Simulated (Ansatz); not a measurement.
**Nudged elastic band of Ge2H7Br**

The run: nudged elastic band of Ge2H7Br. Method and program: RKS B3LYP-D4/def2-SVP (Ansatz 0.2.0).

It belongs to a series of runs on one base structure; here: band between the two ends. Figures and captions count atoms from 1; the log counts them from 0 in places.

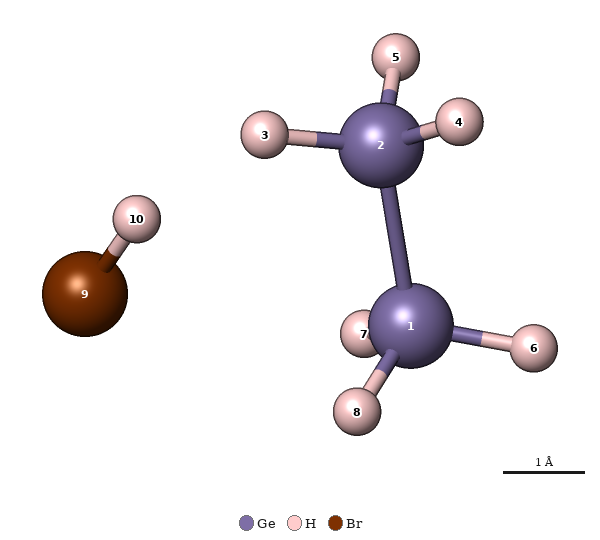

*The input geometry (ball-and-stick view, seen at a tilt; atoms are numbered from 1 in the order of the input). Sticks mark near contacts.*

Bond lengths as drawn: Br–H 1.43 Å, Ge–Ge 2.44 Å and Ge–H 1.54 to 1.55 Å.

Input:
```yaml
crystal:
  periodic: [false, false, false]
  atoms:
    - { symbol: Ge, position_ang: [0.292726, -0.013758, 0.13016] }
    - { symbol: Ge, position_ang: [0.300315, 0.010943, 2.5707] }
    - { symbol: H, position_ang: [-1.055093, -0.489311, 3.127222] }
    - { symbol: H, position_ang: [1.396692, -0.916847, 3.134767] }
    - { symbol: H, position_ang: [0.528699, 1.435694, 3.115822] }
    - { symbol: H, position_ang: [1.750698, -0.029234, -0.378608] }
    - { symbol: H, position_ang: [-0.414185, 1.238785, -0.419954] }
    - { symbol: H, position_ang: [-0.424548, -1.276254, -0.386655] }
    - { symbol: Br, position_ang: [-3.654033, 0.234507, 1.022371] }
    - { symbol: H, position_ang: [-2.823872, -0.194525, 2.106576] }
basis:
  gaussian: { orbitals: def2-SVP }
hamiltonian:
  xc: b3lyp
  dispersion: d4
neb:
  order_check: false
  images: 7
  f_tol: 0.05
  max_iterations: 60
  final_atoms:
    - { symbol: Ge, position_ang: [-0.4938098, 0.22940256, -0.68105662] }
    - { symbol: Ge, position_ang: [-0.15937517, -0.29880324, 3.44049755] }
    - { symbol: H, position_ang: [-0.48552672, -0.68003349, 4.89654919] }
    - { symbol: H, position_ang: [1.08113768, -1.08627634, 2.97449369] }
    - { symbol: H, position_ang: [0.1354859, 1.20970188, 3.35450723] }
    - { symbol: H, position_ang: [0.5358541, 0.87797368, 0.25771837] }
    - { symbol: H, position_ang: [-0.22501239, 0.59999499, -2.14901674] }
    - { symbol: H, position_ang: [-0.54710018, -1.2942194, -0.48675669] }
    - { symbol: Br, position_ang: [-2.59017123, 1.08496944, -0.11925208] }
    - { symbol: H, position_ang: [-1.35408318, -0.64271008, 2.53471711] }
  initial_path:
    images:
      - { positions_ang: [[0.292726, -0.013758, 0.13016], [0.300315, 0.010943, 2.5707], [-1.055093, -0.489311, 3.127222], [1.396692, -0.916847, 3.134767], [0.528699, 1.435694, 3.115822], [1.750698, -0.029234, -0.378608], [-0.414185, 1.238785, -0.419954], [-0.424548, -1.276254, -0.386655], [-3.654033, 0.234507, 1.022371], [-2.823872, -0.194525, 2.106576]] }
      - { positions_ang: [[0.22123644, -0.0103079, 0.09811949], [0.22360762, 0.00831324, 2.61601646], [-1.14245673, -0.47501083, 3.16108636], [1.31338064, -0.93558151, 3.16974461], [0.47506445, 1.43311615, 3.15454726], [1.68073442, -0.02172178, -0.41074018], [-0.49100376, 1.24517598, -0.4444407], [-0.4984112, -1.27350315, -0.41937695], [-3.38042828, 0.17555042, 0.97703138], [-2.50432459, -0.14603062, 2.12041326]] }
      - { positions_ang: [[0.14974688, -0.00685781, 0.06607898], [0.14690024, 0.00568347, 2.66133293], [-1.22982046, -0.46071066, 3.19495072], [1.23006928, -0.95431602, 3.20472223], [0.42142989, 1.4305383, 3.19327252], [1.61077083, -0.01420955, -0.44287236], [-0.56782251, 1.25156697, -0.46892741], [-0.57227439, -1.27075231, -0.45209889], [-3.10682356, 0.11659384, 0.93169176], [-2.18477719, -0.09753623, 2.13425052]] }
      - { positions_ang: [[0.07825732, -0.00340771, 0.03403847], [0.07019285, 0.00305371, 2.70664939], [-1.31718419, -0.4464105, 3.22881508], [1.14675792, -0.97305052, 3.23969984], [0.36779534, 1.42796045, 3.23199778], [1.54080725, -0.00669733, -0.47500454], [-0.64464127, 1.25795795, -0.49341411], [-0.64613759, -1.26800146, -0.48482084], [-2.83321885, 0.05763726, 0.88635214], [-1.86522978, -0.04904185, 2.14808778]] }
      - { positions_ang: [[0.00676775, 4.238e-05, 0.00199796], [-0.00651453, 0.00042394, 2.75196586], [-1.40454792, -0.43211033, 3.26267944], [1.06344656, -0.99178503, 3.27467745], [0.31416078, 1.4253826, 3.27072304], [1.47084367, 0.0008149, -0.50713672], [-0.72146002, 1.26434893, -0.51790081], [-0.72000079, -1.26525062, -0.51754278], [-2.55961413, -0.00131932, 0.84101252], [-1.54568237, -0.00054746, 2.16192505]] }
      - { positions_ang: [[-0.11837663, 0.05738243, -0.16876569], [-0.04472969, -0.07438285, 2.92409878], [-1.17479262, -0.49409112, 3.67114688], [1.06786934, -1.01540786, 3.19963151], [0.26949206, 1.37146242, 3.29166909], [1.23709628, 0.22010459, -0.31592295], [-0.59734811, 1.09826045, -0.92567979], [-0.67677564, -1.27249281, -0.50984626], [-2.5672534, 0.27025287, 0.60094637], [-1.49778258, -0.16108812, 2.25512306]] }
      - { positions_ang: [[-0.24352102, 0.11472247, -0.33952933], [-0.08294485, -0.14918965, 3.09623171], [-0.94503732, -0.55607191, 4.07961432], [1.07229212, -1.03903069, 3.12458557], [0.22482334, 1.31754224, 3.31261513], [1.00334888, 0.43939429, -0.12470917], [-0.4732362, 0.93217196, -1.33345878], [-0.63355049, -1.27973501, -0.50214974], [-2.57489268, 0.54182506, 0.36088022], [-1.44988278, -0.32162877, 2.34832108]] }
      - { positions_ang: [[-0.36866541, 0.17206252, -0.51029298], [-0.12116001, -0.22399645, 3.26836463], [-0.71528202, -0.6180527, 4.48808175], [1.0767149, -1.06265351, 3.04953963], [0.18015462, 1.26362206, 3.33356118], [0.76960149, 0.65868399, 0.0665046], [-0.3491243, 0.76608347, -1.74123776], [-0.59032534, -1.28697721, -0.49445322], [-2.58253196, 0.81339725, 0.12081407], [-1.40198298, -0.48216942, 2.44151909]] }
      - { positions_ang: [[-0.4938098, 0.22940256, -0.68105662], [-0.15937517, -0.29880324, 3.44049755], [-0.48552672, -0.68003349, 4.89654919], [1.08113768, -1.08627634, 2.97449369], [0.1354859, 1.20970188, 3.35450723], [0.5358541, 0.87797368, 0.25771837], [-0.22501239, 0.59999499, -2.14901674], [-0.54710018, -1.2942194, -0.48675669], [-2.59017123, 1.08496944, -0.11925208], [-1.35408318, -0.64271008, 2.53471711]] }
```

Machine: 4 threads of Arm Neoverse V1, 24 GiB of memory available, shared host.

Run as:
```bash
ansatz run input.yaml --threads 4 --pin off --max-ram 5120MiB --backend cpu --events-out ev --progress --plain --runs-dir out
```

What the program printed:
```
Engine: ansatz 0.2.0, aarch64-unknown-linux-gnu
Functional definition: B3LYP
  parameter a0 = 0.2
  parameter ax = 0.72
  parameter ac = 0.81
  exchange = (1 - a0 - ax)*slater_x + ax*b88_x + a0*exact_x
  correlation = (1 - ac)*vwn_rpa_c + ac*lyp_c
1399 factors; integrals over basis functions are off by at most 3.3e-4 eV
mean field evaluation 1: about -183176.7944 eV, gradient 2.3e1 eV
mean field evaluation 2: about -183177.1398 eV, gradient 2.0e1 eV
mean field evaluation 4: about -183177.4914 eV, gradient 2.4e-1 eV
mean field evaluation 8: about -183177.4951 eV, gradient 2.3e-2 eV
mean field -183177.49508785 eV, -6731.6487823128 hartree, gradient 3.3e-5 eV, S^2 0.000000; 0 other end points of the search recorded, 0 dependent functions left out
the calculation of the forces begins
reference -183177.49539316 eV, -6731.6487935328 hartree; 53, 53 occupied and 78, 78 virtual orbitals, 1399 factors
1396 factors; integrals over basis functions are off by at most 9.2e-4 eV
mean field evaluation 16: about -183177.4939 eV, gradient 2.3e1 eV
mean field -183177.97528450 eV, -6731.6664292144 hartree, gradient 1.1e-5 eV, S^2 0.000000; 0 other end points of the search recorded, 0 dependent functions left out
[... from here on the field's lines of each further geometry are left out, up to the last ...]
NEB iter   1: max|band force component| = 6.806e0 eV/Å  barrier→ = 4.4926 eV  barrier← = 4.9587 eV  Δτ_max = 0.2000 Å  (219 SCF iters)
NEB iter   2: max|band force component| = 2.341e0 eV/Å  barrier→ = 2.9707 eV  barrier← = 3.4368 eV  Δτ_max = 0.2000 Å  (192 SCF iters)
NEB iter   3: max|band force component| = 1.965e0 eV/Å  barrier→ = 2.3291 eV  barrier← = 2.7952 eV  Δτ_max = 0.2000 Å  (181 SCF iters)
NEB iter   4: max|band force component| = 1.715e0 eV/Å  barrier→ = 1.8758 eV  barrier← = 2.3420 eV  Δτ_max = 0.2000 Å  (186 SCF iters)
NEB iter   5: max|band force component| = 1.203e0 eV/Å  barrier→ = 2.2608 eV  barrier← = 2.7269 eV  Δτ_max = 0.2000 Å  (184 SCF iters)
NEB iter   6: max|band force component| = 1.834e0 eV/Å  barrier→ = 2.3957 eV  barrier← = 2.8619 eV  Δτ_max = 0.1019 Å  (192 SCF iters)
NEB iter   7: max|band force component| = 2.293e0 eV/Å  barrier→ = 2.0383 eV  barrier← = 2.5044 eV  Δτ_max = 0.0504 Å  (186 SCF iters)
NEB iter   8: max|band force component| = 1.943e0 eV/Å  barrier→ = 1.8066 eV  barrier← = 2.2728 eV  Δτ_max = 0.0996 Å  (177 SCF iters)
NEB iter   9: max|band force component| = 7.001e-1 eV/Å  barrier→ = 1.6923 eV  barrier← = 2.1584 eV  Δτ_max = 0.2000 Å  (175 SCF iters)
NEB iter  10: max|band force component| = 9.515e-1 eV/Å  barrier→ = 1.9257 eV  barrier← = 2.3918 eV  Δτ_max = 0.1003 Å  (168 SCF iters)
NEB iter  11: max|band force component| = 6.257e-1 eV/Å  barrier→ = 1.8835 eV  barrier← = 2.3496 eV  Δτ_max = 0.1007 Å  (171 SCF iters)
NEB iter  12: max|band force component| = 5.698e-1 eV/Å  barrier→ = 1.8156 eV  barrier← = 2.2817 eV  CI = image 3  Δτ_max = 0.1632 Å  (169 SCF iters)
NEB iter  13: max|band force component| = 3.163e-1 eV/Å  barrier→ = 1.8672 eV  barrier← = 2.3333 eV  CI = image 3  Δτ_max = 0.1536 Å  (171 SCF iters)
NEB iter  14: max|band force component| = 4.752e-1 eV/Å  barrier→ = 1.8454 eV  barrier← = 2.3115 eV  CI = image 3  Δτ_max = 0.0757 Å  (174 SCF iters)
NEB iter  15: max|band force component| = 1.929e-1 eV/Å  barrier→ = 1.8332 eV  barrier← = 2.2993 eV  CI = image 3  Δτ_max = 0.0672 Å  (169 SCF iters)
NEB iter  16: max|band force component| = 1.085e-1 eV/Å  barrier→ = 1.8305 eV  barrier← = 2.2966 eV  CI = image 3  Δτ_max = 0.1058 Å  (166 SCF iters)
NEB iter  17: max|band force component| = 1.548e-1 eV/Å  barrier→ = 1.8284 eV  barrier← = 2.2945 eV  CI = image 3  Δτ_max = 0.0531 Å  (168 SCF iters)
NEB iter  18: max|band force component| = 1.473e-1 eV/Å  barrier→ = 1.8267 eV  barrier← = 2.2928 eV  CI = image 3  Δτ_max = 0.0531 Å  (161 SCF iters)
NEB iter  19: max|band force component| = 1.133e-1 eV/Å  barrier→ = 1.8252 eV  barrier← = 2.2914 eV  CI = image 3  Δτ_max = 0.0530 Å  (168 SCF iters)
NEB iter  20: max|band force component| = 1.045e-1 eV/Å  barrier→ = 1.8244 eV  barrier← = 2.2906 eV  CI = image 3  Δτ_max = 0.0531 Å  (164 SCF iters)
NEB iter  21: max|band force component| = 9.782e-2 eV/Å  barrier→ = 1.8239 eV  barrier← = 2.2900 eV  CI = image 3  Δτ_max = 0.0531 Å  (163 SCF iters)
NEB iter  22: max|band force component| = 7.314e-2 eV/Å  barrier→ = 1.8236 eV  barrier← = 2.2897 eV  CI = image 3  Δτ_max = 0.0531 Å  (164 SCF iters)
the calculation of the forces begins
reference -183177.97836707 eV, -6731.6665424965 hartree; 53, 53 occupied and 78, 78 virtual orbitals, 1396 factors
1399 factors; integrals over basis functions are off by at most 7.2e-4 eV
mean field -183175.62225935 eV, -6731.5799571351 hartree, gradient 3.5e-5 eV, S^2 0.000000; 1 other end points of the search recorded, 0 dependent functions left out
the calculation of the forces begins
reference -183175.62254922 eV, -6731.5799677876 hartree; 53, 53 occupied and 78, 78 virtual orbitals, 1399 factors
NEB iter  23: max|band force component| = 4.431e-2 eV/Å  barrier→ = 1.8233 eV  barrier← = 2.2894 eV  CI = image 3  Δτ_max = 0.0000 Å  (341 SCF iters)
```

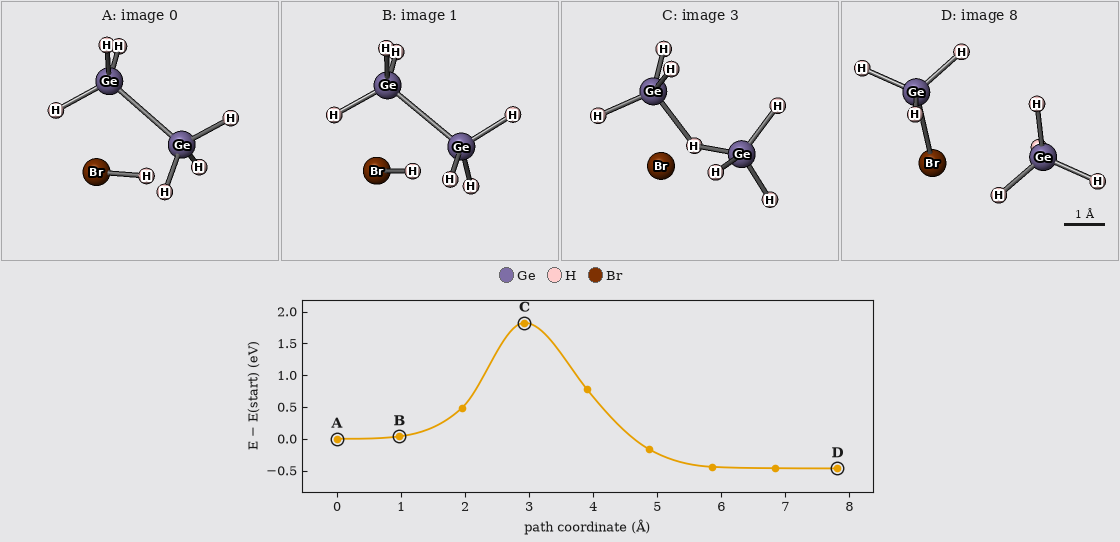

*Images of the last band (counted from 0; ball-and-stick, seen at a tilt) above the energy along the path; the line is a cubic interpolation that uses the forces.*

The highest image is number 3, 1.823 eV above the start and 2.289 eV above the end (the climbing image); the end lies 0.466 eV below the start. The path is 7.81 Å long. The band converged in 23 iterations.

```
Total energy: -183175.98746484 eV, -6731.5933781892 hartree
Atom 0 at    -0.260170     0.042986     0.026969 Å, force     0.010492     0.003372    -0.004721 eV/Å
Atom 1 at    -0.051253    -0.014852     2.861382 Å, force    -0.010568    -0.000875     0.005885 eV/Å
Atom 2 at    -1.139849    -0.171967     3.932981 Å, force     0.002216     0.002236    -0.002402 eV/Å
Atom 3 at     0.943275    -1.187080     2.854992 Å, force     0.002364    -0.005760    -0.000314 eV/Å
Atom 4 at     0.666136     1.341935     2.942399 Å, force     0.006645     0.005772     0.000353 eV/Å
Atom 5 at     1.265816     0.147862     0.344098 Å, force    -0.003186    -0.000542    -0.000149 eV/Å
Atom 6 at    -0.700136     1.356366    -0.614618 Å, force    -0.003038     0.002034     0.000037 eV/Å
Atom 7 at    -0.512909    -1.294306    -0.664279 Å, force    -0.000162    -0.003587    -0.003735 eV/Å
Atom 8 at    -3.093827    -0.153271     0.806187 Å, force    -0.002107    -0.002384    -0.000544 eV/Å
Atom 9 at    -1.219684    -0.067674     1.532290 Å, force    -0.002656    -0.000267     0.005591 eV/Å
Dipole moment:     1.071600     0.060039     0.174060 e Å
this run last wrote the band of iteration 23 to [file]
```

The last band as extended XYZ (Å, eV, eV/Å):
```
10
Properties=species:S:1:pos:R:3:forces:R:3 image=0 energy=-183177.81047
Ge    0.2927   -0.0138    0.1302    0.0000  -0.0006  -0.0289
Ge    0.3003    0.0109    2.5707    0.0203   0.0084   0.0030
H    -1.0551   -0.4893    3.1272   -0.0204  -0.0053   0.0116
H     1.3967   -0.9168    3.1348   -0.0040  -0.0033  -0.0004
H     0.5287    1.4357    3.1158    0.0007   0.0005   0.0014
H     1.7507   -0.0292   -0.3786   -0.0031   0.0047   0.0044
H    -0.4142    1.2388   -0.4200   -0.0001  -0.0094   0.0034
H    -0.4245   -1.2763   -0.3867    0.0062   0.0034   0.0018
Br   -3.6540    0.2345    1.0224    0.0075  -0.0006   0.0070
H    -2.8239   -0.1945    2.1066   -0.0073   0.0023  -0.0032
10
Properties=species:S:1:pos:R:3:forces:R:3 image=1 energy=-183177.77286
Ge    0.1821    0.0356    0.1780    0.0371   0.0039  -0.0009
Ge    0.2641    0.0271    2.6225    0.0347   0.0039  -0.0173
H    -1.1229   -0.1113    3.2993   -0.0110   0.0005  -0.0643
H     1.1255   -1.1590    3.0999    0.0136   0.0018   0.0290
H     0.8852    1.3476    3.1200    0.0153  -0.0014   0.0267
H     1.6504    0.1164   -0.2861    0.0250   0.0016  -0.0596
H    -0.5884    1.2563   -0.3583    0.0163  -0.0033   0.0220
H    -0.4546   -1.2543   -0.3721    0.0164   0.0026   0.0220
Br   -3.6049   -0.1401    0.9443   -0.0566  -0.0009  -0.0155
H    -2.4392   -0.1184    1.7748   -0.0909  -0.0087   0.0578
10
Properties=species:S:1:pos:R:3:forces:R:3 image=2 energy=-183177.32479
Ge   -0.0187    0.0442    0.1837    0.2682   0.0147   0.1554
Ge    0.0818    0.0027    2.6971    0.1175   0.0123  -0.1580
H    -1.1099   -0.1458    3.6764   -0.0073   0.0065  -0.2780
H     1.0385   -1.1816    2.9304    0.0868   0.0079   0.0918
H     0.7789    1.3429    2.9980    0.0850   0.0012   0.0829
H     1.5089    0.1449    0.0746    0.2701   0.0183  -0.2551
H    -0.6701    1.2828   -0.4670    0.0506  -0.0703   0.1578
H    -0.5109   -1.2425   -0.5115    0.0450   0.0642   0.1503
Br   -3.2942   -0.1486    0.9847   -0.2051  -0.0177   0.1435
H    -1.9069   -0.0988    1.4561   -0.7108  -0.0370  -0.0905
10
Properties=species:S:1:pos:R:3:forces:R:3 image=3 energy=-183175.98717
Ge   -0.2602    0.0430    0.0270    0.0105   0.0034  -0.0047
Ge   -0.0513   -0.0149    2.8614   -0.0106  -0.0009   0.0059
H    -1.1398   -0.1720    3.9330    0.0022   0.0022  -0.0024
H     0.9433   -1.1871    2.8550    0.0024  -0.0058  -0.0003
H     0.6661    1.3419    2.9424    0.0066   0.0058   0.0004
H     1.2658    0.1479    0.3441   -0.0032  -0.0005  -0.0001
H    -0.7001    1.3564   -0.6146   -0.0030   0.0020   0.0000
H    -0.5129   -1.2943   -0.6643   -0.0002  -0.0036  -0.0037
Br   -3.0938   -0.1533    0.8062   -0.0021  -0.0024  -0.0005
H    -1.2197   -0.0677    1.5323   -0.0027  -0.0003   0.0056
10
Properties=species:S:1:pos:R:3:forces:R:3 image=4 energy=-183177.03167
Ge   -0.4821    0.0454   -0.2264   -0.3728   0.0139  -0.3724
Ge   -0.0864   -0.0325    3.0814   -0.0489  -0.0179   0.2770
H    -1.0862   -0.1761    4.2315    0.1619   0.0016   0.4010
H     0.9264   -1.1861    2.9820    0.0246  -0.0018   0.1347
H     0.6374    1.3256    3.0548    0.0154  -0.0136   0.1197
H     0.9137    0.1378    0.4845   -0.4837  -0.0201   0.1539
H    -0.6237    1.3896   -0.9360    0.0478   0.0264  -0.4207
H    -0.4373   -1.2915   -0.9622    0.0424  -0.0103  -0.3918
Br   -2.8598   -0.1116    0.4529    0.3010   0.0556  -0.3988
H    -1.0047   -0.1004    1.8599    0.3124  -0.0337   0.4974
10
Properties=species:S:1:pos:R:3:forces:R:3 image=5 energy=-183177.97774
Ge   -0.5325    0.0727   -0.5273   -0.0494   0.0338  -0.1495
Ge   -0.0952   -0.0656    3.2918   -0.0116  -0.0203   0.1098
H    -0.8936   -0.1746    4.5982    0.1391   0.0025   0.2165
H     0.9355   -1.2041    3.1509    0.0112   0.0109   0.1042
H     0.6327    1.2904    3.1869   -0.0038  -0.0185   0.0777
H     0.5629    0.1516    0.5553   -0.2398   0.0100   0.0233
H    -0.4908    1.3670   -1.3445    0.0550  -0.0402  -0.2442
H    -0.3600   -1.2466   -1.2850    0.0467   0.0269  -0.2343
Br   -2.7545   -0.0141    0.2365    0.0853   0.0376  -0.1215
H    -1.1071   -0.1766    2.1597   -0.0326  -0.0428   0.2181
10
Properties=species:S:1:pos:R:3:forces:R:3 image=6 energy=-183178.25176
Ge   -0.5334    0.1302   -0.7567   -0.0271   0.0076  -0.0451
Ge   -0.1097   -0.1431    3.5035   -0.0092  -0.0053  -0.0038
H    -0.6529   -0.2276    4.9412    0.0154  -0.0019   0.0284
H     0.9582   -1.2342    3.2895    0.0035  -0.0011   0.0108
H     0.5361    1.2380    3.2764   -0.0087  -0.0021   0.0058
H     0.3748    0.3204    0.4649    0.0116   0.0167   0.0222
H    -0.3193    1.2508   -1.7854    0.0085  -0.0077  -0.0313
H    -0.3479   -1.2651   -1.3713    0.0076  -0.0086  -0.0302
Br   -2.7504    0.2761   -0.0419    0.0006   0.0130  -0.0187
H    -1.2581   -0.3455    2.5022   -0.0022  -0.0106   0.0618
10
Properties=species:S:1:pos:R:3:forces:R:3 image=7 energy=-183178.27326
Ge   -0.5128    0.2021   -0.7771   -0.0070  -0.0012   0.0010
Ge   -0.1379   -0.2529    3.5209   -0.0047   0.0007  -0.0035
H    -0.5988   -0.3484    4.9872    0.0002  -0.0013   0.0050
H     1.0883   -1.1632    3.3127    0.0061  -0.0007  -0.0017
H     0.2516    1.2013    3.1972   -0.0048   0.0018  -0.0022
H     0.4854    0.5688    0.3320    0.0057   0.0023   0.0037
H    -0.2318    0.9902   -2.0665    0.0025   0.0018  -0.0071
H    -0.5336   -1.3129   -1.0353   -0.0015  -0.0036   0.0019
Br   -2.6384    0.8171   -0.0368    0.0033   0.0048  -0.0003
H    -1.2747   -0.7022    2.5880    0.0002  -0.0047   0.0031
10
Properties=species:S:1:pos:R:3:forces:R:3 image=8 energy=-183178.27660
Ge   -0.4938    0.2294   -0.6811    0.0001  -0.0094  -0.0143
Ge   -0.1594   -0.2988    3.4405   -0.0022  -0.0006   0.0094
H    -0.4855   -0.6800    4.8965    0.0009  -0.0001   0.0001
H     1.0811   -1.0863    2.9745   -0.0007   0.0018  -0.0052
H     0.1355    1.2097    3.3545   -0.0019   0.0007  -0.0045
H     0.5359    0.8780    0.2577    0.0007   0.0018   0.0082
H    -0.2250    0.6000   -2.1490   -0.0001   0.0039   0.0016
H    -0.5471   -1.2942   -0.4868   -0.0029   0.0017   0.0030
Br   -2.5902    1.0850   -0.1193    0.0038   0.0004   0.0028
H    -1.3541   -0.6427    2.5347    0.0024  -0.0003  -0.0012
```

Summary:

| quantity | value |
| --- | --- |
| outcome | converged |
| barrier, forward | 1.823 eV |
| barrier, backward | 2.289 eV |
| wall time | 7.3 min (CPU time 27 min) |
| peak memory | 0.43 GiB |

Notes:

The order of the saddle point was not checked.
